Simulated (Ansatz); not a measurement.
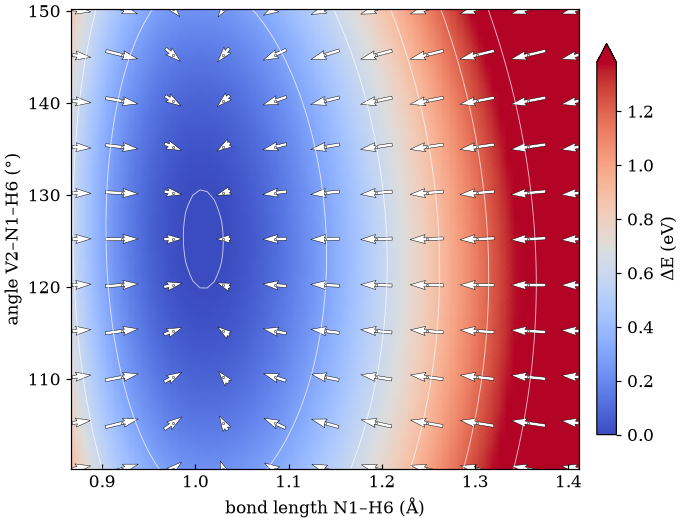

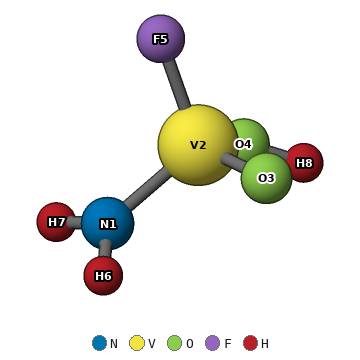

Energy landscape of FH3NO2V, SMILES [NH2][V](=[O])([OH])[F]. Coordinates scanned: (1) bond length N1–H6; (2) angle V2–N1–H6. Nothing is relaxed (all other coordinates rigid). The scan uses an 11 × 11 grid. Points are written as (first, second). Energies: eV, counted from the lowest grid point. Level of theory: RKS PBE0-D4/def2-TZVP in Ansatz 0.2.0.

The picture shows a smooth colour map with a few white contour lines, dots at the grid points, arrows along the force (downhill), their lengths compressed, one colour for all values above the top of the scale. Between grid points the surface is interpolated. The second picture is the structure at the lowest point.

Question: What does the map say about the system?

Answer: The lowest grid point is at (1.030 Å, 125.2°). It is the only kind of minimum in the scanned range. The highest grid point, (1.411 Å, 150.2°), lies 2.10 eV above the lowest. Round the minimum the two coordinates are weakly coupled (coupling 0.05 in units of the two stiffnesses).

Grid values (eV):

```
angle V2–N1–H6 ↓, bond length N1–H6 →  0.867  0.921  0.976  1.030  1.085  1.139  1.194  1.248  1.302  1.357  1.411
                                150.2   0.84   0.43   0.25   0.25   0.36   0.56   0.82   1.11   1.43   1.76   2.10
                                145.2   0.75   0.34   0.17   0.16   0.27   0.47   0.73   1.02   1.33   1.67   2.00
                                140.2   0.69   0.28   0.10   0.09   0.20   0.40   0.65   0.94   1.26   1.59   1.92
                                135.2   0.64   0.23   0.05   0.04   0.15   0.34   0.60   0.89   1.20   1.53   1.85
                                130.2   0.62   0.21   0.02   0.01   0.12   0.31   0.56   0.85   1.16   1.48   1.81
                                125.2   0.62   0.20   0.01   0.00   0.11   0.29   0.54   0.83   1.13   1.46   1.78
                                120.2   0.63   0.21   0.03   0.01   0.11   0.30   0.54   0.82   1.13   1.45   1.77
                                115.2   0.67   0.25   0.06   0.04   0.14   0.32   0.56   0.84   1.14   1.46   1.78
                                110.2   0.73   0.30   0.11   0.08   0.18   0.36   0.60   0.87   1.17   1.49   1.80
                                105.2   0.80   0.37   0.18   0.15   0.24   0.41   0.65   0.92   1.22   1.53   1.84
                                100.2   0.90   0.47   0.26   0.23   0.32   0.49   0.72   0.99   1.28   1.59   1.90
```

Each point was launched as `ansatz run input.yaml --threads 1 --pin off --max-ram 2560MiB --backend cpu --events-out ev --progress --plain --runs-dir out`. The whole map (121 points run) took 43 min on 1 thread of Arm Neoverse N1 (shared host).
